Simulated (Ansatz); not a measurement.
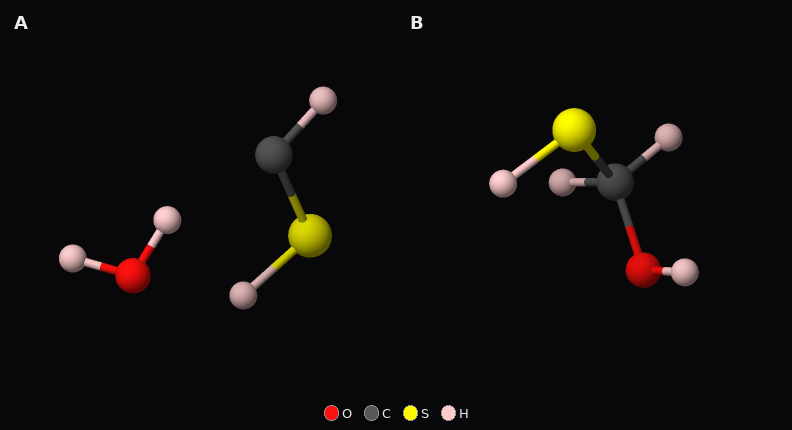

2 stationary structures of one formula. Geometries: PBE0-D4/def2-TZVP. Electronic energies: RHF-CCSD(T) (frozen core)/def2-TZVPP (Ansatz 0.2.0), without zero-point energy. No frequency run is at hand to confirm each as a minimum. Each is one conformer, not always the lowest.

Which is lowest in energy, and by how much?

Answer. B is lowest (C1); A lies 2.303 eV above it (C1).
